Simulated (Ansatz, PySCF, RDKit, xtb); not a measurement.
# Which structure has the formula SnNH3?, part 2 of 2

Task: start from the formula SnNH3, draw up candidate structures, narrow them down in stages, and characterise the one that lies lowest at 298.15 K.

xtb, Ansatz and PySCF; isolated molecules. The steps go on from the part before.

### Step 13. Frequencies after a tight-binding relaxation (GFN2-xTB)

start.xyz

```xyz
5
c315
N      0.465874     0.832441    -0.499643
Sn    -0.666560     0.877992     1.198895
H     -1.757220    -0.390220     0.539227
H      0.298339     0.234902    -1.305273
H      1.284707     1.418415    -0.643365
```

The run is started by

```sh
$ xtb start.xyz --gfn 2 --ohess tight
```

The program printed, cut to the lines that bear on the results:

```text
* xtb version 6.7.1
[...]
          :  # basis functions                  17          :
[...]
          :  # electrons                        12          :
[...]
          :  Hamiltonian                  GFN2-xTB          :
[...]
          :  net charge                          0          :
          :  unpaired electrons                  0          :
[...]
   *** convergence criteria satisfied after 15 iterations ***
[...]
   *** GEOMETRY OPTIMIZATION CONVERGED AFTER 6 ITERATIONS ***
[...]
   *** convergence criteria satisfied after 3 iterations ***
[...]
         ::                     SUMMARY                     ::
         :::::::::::::::::::::::::::::::::::::::::::::::::::::
         :: total energy              -6.561176575484 Eh    ::
         :: gradient norm              0.000092463159 Eh/a0 ::
         :: HOMO-LUMO gap              3.568793422348 eV    ::
         ::.................................................::
         :: SCC energy                -6.603439446068 Eh    ::
         :: -> isotropic ES            0.013512784409 Eh    ::
         :: -> anisotropic ES          0.006205652935 Eh    ::
         :: -> anisotropic XC          0.000982060464 Eh    ::
         :: -> dispersion             -0.002051740678 Eh    ::
         :: repulsion energy           0.042262870584 Eh    ::
         :: add. restraining           0.000000000000 Eh    ::
         :: total charge               0.000000000000 e     ::
         :::::::::::::::::::::::::::::::::::::::::::::::::::::
[...]
         6        2.0000           -0.3765912             -10.2476 (HOMO)
         7                         -0.2454405              -6.6788 (LUMO)
[...]
     #   Z          covCN         q      C6AA      α(0)
     1   7 N        2.545    -0.398    30.353     8.182
     2  50 Sn       1.693     0.252   456.372    45.927
     3   1 H        0.868    -0.169     8.794     4.644
     4   1 H        0.861     0.166     1.298     1.784
     5   1 H        0.861     0.150     1.403     1.856
[...]
          | TOTAL ENERGY               -6.561176575484 Eh   |
          | TOTAL ENTHALPY             -6.528477981273 Eh   |
          | TOTAL FREE ENERGY          -6.559586854337 Eh   |
          | GRADIENT NORM               0.000092368663 Eh/α |
[...]
```

Wall time 0.095 s (1 thread of Intel Xeon Platinum 8259CL at 2.50GHz (Skylake/Cascade Lake), shared host).

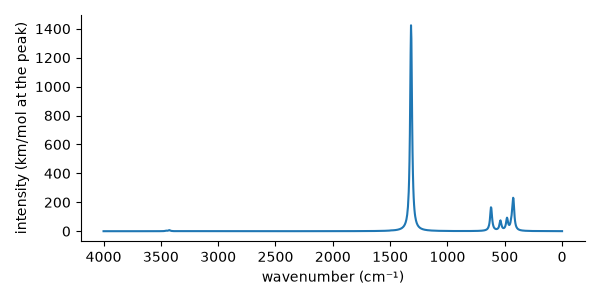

Harmonic infrared spectrum, unscaled, lines broadened by 10 cm⁻¹.

### Step 14. Electronic excitations (TD-CAM-B3LYP/def2-SVPD)

An in-house driver calls PySCF's response routines at TD-CAM-B3LYP/def2-SVPD; it has no typed input.

The program printed:

```text
coarse grid: 20568 points
cycle   1  E = -269.1624376935  dE = -2.162e+01  |g| = 2.546e+00  |ddm| = 1.061e+01
cycle   2  E = -267.6610055173  dE =  1.501e+00  |g| = 3.174e+00  |ddm| = 1.079e+01
cycle   3  E = -270.6082977967  dE = -2.947e+00  |g| = 6.869e-01  |ddm| = 8.227e+00
cycle   4  E = -270.6987983445  dE = -9.050e-02  |g| = 5.547e-01  |ddm| = 1.027e+00
cycle   5  E = -270.7646653805  dE = -6.587e-02  |g| = 7.426e-02  |ddm| = 4.633e-01
cycle   6  E = -270.7666807096  dE = -2.015e-03  |g| = 2.338e-02  |ddm| = 1.401e-01
cycle   7  E = -270.7669396920  dE = -2.590e-04  |g| = 4.059e-03  |ddm| = 6.161e-02
cycle   8  E = -270.7669550554  dE = -1.536e-05  |g| = 1.288e-03  |ddm| = 1.309e-02
cycle   9  E = -270.7669565409  dE = -1.485e-06  |g| = 2.829e-04  |ddm| = 4.938e-03
final grid: 41152 points
cycle  10  E = -270.7669338432  dE = -3.911e-08  |g| = 2.965e-04  |ddm| = 3.102e-03
cycle  11  E = -270.7669338230  dE =  2.019e-08  |g| = 4.549e-04  |ddm| = 6.995e-04
cycle  12  E = -270.7669338692  dE = -4.616e-08  |g| = 2.472e-05  |ddm| = 3.813e-04
cycle  13  E = -270.7669338696  dE = -4.328e-10  |g| = 1.320e-05  |ddm| = 8.143e-05
converged SCF energy = -270.7669338696

Static polarisability (au): isotropic 55.417, principal 44.648 58.588 63.016

Singlet excitations
state   eV       nm        f      main configurations
  1   3.3043    375.2   0.02316   H->L 0.99
  2   4.9428    250.8   0.05178   H-1->L 0.92
  3   5.6565    219.2   0.17925   H->L+1 0.85
  4   5.8635    211.5   0.04064   H-2->L 0.97
  5   6.1010    203.2   0.02745   H-1->L+1 0.93
  6   6.2247    199.2   0.21326   H->L+2 0.90
  7   7.3388    168.9   0.22076   H->L+3 0.80, H->L+4 0.11
  8   7.4425    166.6   0.01112   H-1->L+2 0.81, H-1->L+3 0.10

Triplet excitations (Tamm-Dancoff, eV): 2.3628 3.5616 4.5304
```

Run time: 5.4 s. Hardware: 1 thread of Intel Xeon Platinum 8259CL at 2.50GHz (Skylake/Cascade Lake), shared host.

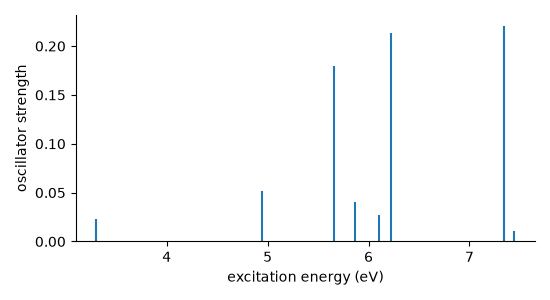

Vertical excitations as sticks.

The roots found:

```
excited state  energy (eV)  strength
            1        3.304    0.0232
            2        4.943    0.0518
            3        5.657    0.1792
            4        5.864    0.0406
            5        6.101    0.0274
            6        6.225    0.2133
            7        7.339    0.2208
            8        7.442    0.0111
```

### Step 15. The cation at the same geometry (PBE0/def2-TZVPD)

input.yaml

```yaml
crystal:
  periodic: [false, false, false]
  atoms:
    - {symbol: "N", position_ang: [0.465874, 0.832441, -0.499643]}
    - {symbol: Sn, position_ang: [-0.666560, 0.877992, 1.198895]}
    - {symbol: H, position_ang: [-1.757220, -0.390220, 0.539227]}
    - {symbol: H, position_ang: [0.298339, 0.234902, -1.305273]}
    - {symbol: H, position_ang: [1.284707, 1.418415, -0.643365]}
basis:
  gaussian: {orbitals: def2-TZVPD}
total_charge: 1
magnetization: {spin_polarized: true, initial_magnetization: 1}
hamiltonian: {xc: {name: PBE0}}
```

The run is started by

```sh
$ ansatz run input.yaml --threads 1 --pin off --max-ram 2610MiB --events-out events.jsonl --progress --plain --runs-dir runs
```

The program printed:

```text
Warning: RAYON_NUM_THREADS=1 ignored (pool sized by the plan → 1); use --threads N
[... 2 set-up lines as earlier in the session ...]
  parameter a = 0.25
  parameter kappa = 0.804
  parameter beta = 0.06672455060314922
  exchange = (1 - a)*pbe_x(kappa = kappa, mu = beta*pi^2/3) + a*exact_x
  correlation = pbe_c(beta = beta)
820 factors; their error is unknown
mean field evaluation 1: about -7339.0934 eV, gradient 7.3e1 eV
mean field evaluation 2: about -7222.9713 eV, gradient 1.2e2 eV
mean field evaluation 4: about -7359.8107 eV, gradient 1.2e1 eV
mean field evaluation 8: about -7360.4538 eV, gradient 1.7e-1 eV
mean field evaluation 16: about -7360.5326 eV, gradient 1.4e-3 eV
mean field -7360.53259209 eV, -270.4945836111 hartree, gradient 3.3e-5 eV, S^2 0.765184; 2 other end points of the search recorded, 0 dependent functions left out
reference -7360.53262314 eV, -270.4945847524 hartree; 16, 15 occupied and 104, 105 virtual orbitals, 820 factors
Total energy: -7360.53262314 eV, -270.4945847524 hartree
```

It took 6.6 s on 1 thread of Intel Xeon Platinum 8259CL at 2.50GHz (Skylake/Cascade Lake), shared host.

Difference from the parent: 8.77 eV.

### Step 16. The anion at the same geometry (PBE0/def2-TZVPD)

input.yaml

```yaml
basis:
  gaussian: {orbitals: def2-TZVPD}
crystal:
  periodic: [false, false, false]
  atoms:
    - {symbol: N, position_ang: [0.465874, 0.832441, -0.499643]}
    - {symbol: Sn, position_ang: [-0.666560, 0.877992, 1.198895]}
    - {symbol: H, position_ang: [-1.757220, -0.390220, 0.539227]}
    - {symbol: H, position_ang: [0.298339, 0.234902, -1.305273]}
    - {symbol: H, position_ang: [1.284707, 1.418415, -0.643365]}
total_charge: -1
magnetization: {spin_polarized: true, initial_magnetization: 1}
hamiltonian: {xc: pbe0}
scf: {lower_state_search: "off"}
```

The run is started by

```sh
$ ansatz run input.yaml --threads 1 --pin off --max-ram 2610MiB --events-out events.jsonl --progress --plain --runs-dir runs
```

The program printed, cut to the lines that bear on the results:

```text
Warning: RAYON_NUM_THREADS=1 ignored (pool sized by the plan → 1); use --threads N
[... 2 set-up lines as earlier in the session ...]
[...]
820 factors; their error is unknown
[...]
mean field -7369.62665129 eV, -270.8287841227 hartree, gradient 6.3e-6 eV, S^2 0.755202; 0 other end points of the search recorded, 0 dependent functions left out
reference -7369.62668138 eV, -270.8287852283 hartree; 17, 16 occupied and 103, 104 virtual orbitals, 820 factors
Total energy: -7369.62668138 eV, -270.8287852283 hartree
Checks for a lower state left out: stability, starts, cluster_reference, orbital_swaps, neighbouring_geometries, increment
```

Wall time 2.7 s (1 thread of Intel Xeon Platinum 8259CL at 2.50GHz (Skylake/Cascade Lake), shared host).

Parent less the species with the added electron: 0.33 eV.

### Step 17. The triplet at the same geometry (PBE0/def2-TZVPD)

input.yaml

```yaml
crystal:
  periodic: [false, false, false]
  atoms:
    - {symbol: "N", position_ang: [0.465874, 0.832441, -0.499643]}
    - {symbol: Sn, position_ang: [-0.666560, 0.877992, 1.198895]}
    - {symbol: H, position_ang: [-1.757220, -0.390220, 0.539227]}
    - {symbol: H, position_ang: [0.298339, 0.234902, -1.305273]}
    - {symbol: H, position_ang: [1.284707, 1.418415, -0.643365]}
basis:
  gaussian: {orbitals: def2-TZVPD}
magnetization: {spin_polarized: true, initial_magnetization: 2}
hamiltonian: {xc: pbe0}
```

The run is started by

```sh
$ ansatz run input.yaml --threads 1 --pin off --max-ram 2610MiB --events-out events.jsonl --progress --plain --runs-dir runs
```

The program printed, cut to the lines that bear on the results:

```text
Warning: RAYON_NUM_THREADS=1 ignored (pool sized by the plan → 1); use --threads N
[... 7 set-up lines as earlier in the session ...]
820 factors; their error is unknown
mean field evaluation 1: about -7358.6881 eV, gradient 4.5e1 eV
mean field evaluation 2: about -7306.2759 eV, gradient 9.2e1 eV
mean field evaluation 4: about -7366.6103 eV, gradient 6.4e0 eV
mean field evaluation 8: about -7366.7909 eV, gradient 1.9e-1 eV
mean field evaluation 16: about -7366.8695 eV, gradient 2.5e-3 eV
mean field -7366.86954104 eV, -270.7274621898 hartree, gradient 3.5e-5 eV, S^2 2.006622; 2 other end points of the search recorded, 0 dependent functions left out
reference -7366.86957331 eV, -270.7274633757 hartree; 17, 15 occupied and 103, 105 virtual orbitals, 820 factors
Total energy: -7366.86957331 eV, -270.7274633757 hartree
```

Run time: 6 s. Hardware: 1 thread of Intel Xeon Platinum 8259CL at 2.50GHz (Skylake/Cascade Lake), shared host.

It lies 2.43 eV above the singlet.

### Step 18. Stability of the closed-shell solution (PBE0/def2-SVP)

job.py

```python
# [NH2][SnH]
from pyscf import gto, dft

mol = gto.Mole()
mol.atom = '''
N    0.465874   0.832441  -0.499643
Sn  -0.666560   0.877992   1.198895
H   -1.757220  -0.390220   0.539227
H    0.298339   0.234902  -1.305273
H    1.284707   1.418415  -0.643365
'''
mol.verbose = 3
mol.basis = 'def2-svp'
mol.max_memory = 1860
mol.ecp = {'Sn': 'def2-svp'}
mol.build()

myscf = dft.RKS(mol, xc='pbe0')
myscf = myscf.density_fit(auxbasis='def2-universal-jkfit')
myscf.max_cycle = 100
myscf.grids.level = 3
myscf.kernel()
if not myscf.converged:
    myscf = myscf.newton().run(myscf.mo_coeff, myscf.mo_occ)

e_tot = myscf.e_tot
print('E = %.10f Eh' % e_tot)
mo_i, mo_e, stable_i, stable_e = myscf.stability(internal=True, external=True, return_status=True)
print('stable: internal', stable_i, 'external', stable_e)
```

The run is started by

```sh
$ OMP_NUM_THREADS=1 python job.py
```

The program printed:

```text
converged SCF energy = -270.73798260503
E = -270.7379826050 Eh
<class 'pyscf.df.df_jk.DFRKS'> wavefunction is stable in the internal stability analysis
<class 'pyscf.df.df_jk.DFRKS'> wavefunction is stable in the real -> complex stability analysis
<class 'pyscf.df.df_jk.DFRKS'> wavefunction is stable in the RHF/RKS -> UHF/UKS stability analysis
stable: internal True external True
```

It took 24 s on 1 thread of Intel Xeon Platinum 8259CL at 2.50GHz (Skylake/Cascade Lake), shared host.

### Step 19. Summary of results

What follows sums up all 2 parts.

```
                                                        quantity                                                                   value
                                          lowest structure found                                                 [NH2][SnH], singlet, Cs
                                                   next finalist                          [NH2][SnH], triplet, 41.8 kcal/mol higher in G
                       share at equilibrium, among the finalists                                                                 100.0 %
                                                          funnel  10 starts, 3 minima at GFN2-xTB, 4 screening runs, 3 relaxed, 3 ranked
                                            CPU time of all runs                                                                 7.8 min
harmonic wavenumbers, lowest and highest (B3LYP-D3(BJ)/def2-SVP)                                                       421 and 3651 cm⁻¹
                             rotational constants, same geometry                                              3.628, 0.2643, 0.2464 cm⁻¹
                                 dipole moment (PBE0/def2-TZVPD)                                                                  0.78 D
                                   HOMO energy (PBE0/def2-TZVPD)                                                                -6.57 eV
                                   LUMO energy (PBE0/def2-TZVPD)                                                                -2.05 eV
                                 HOMO–LUMO gap (PBE0/def2-TZVPD)                                                                 4.53 eV
                      lowest excitation (TD-CAM-B3LYP/def2-SVPD)                                                     3.30 eV (f = 0.023)
                    strongest of the states computed, same level                                                     7.34 eV (f = 0.221)
             lowest triplet excitation, same level, Tamm-Dancoff                                                                 2.36 eV
                                      vertical ionisation energy                                                                 8.77 eV
                                      vertical electron affinity                                                                 0.33 eV
                                   vertical triplet less singlet                                                                +2.43 eV
```

**Reading.** The search ends on `[NH2][SnH]`. Among the finalists first place is clear (41.8 kcal/mol); structures outside the list aren't covered. HF/STO-3G, r2SCAN-D4/def2-SVP, B3LYP-D3(BJ)/def2-SVP, HF/def2-TZVPP and MP2/def2-TZVPP already put its bonding pattern lowest among the structures in one piece. The largest share of the time went into the vibrations (33 %). A large T1 diagnostic among the finalists warns that one reference determinant may not suffice. It concerns: the finalist [NH]=[SnH2] (singlet). Spin-orbit coupling, which matters for elements this heavy, is left out. The search is not exhaustive (a finite list of starts, one conformer a finalist), so a lower isomer can't be ruled out. The lowest isomer need not be the one that is made and kept in a bottle, which depends on barriers.
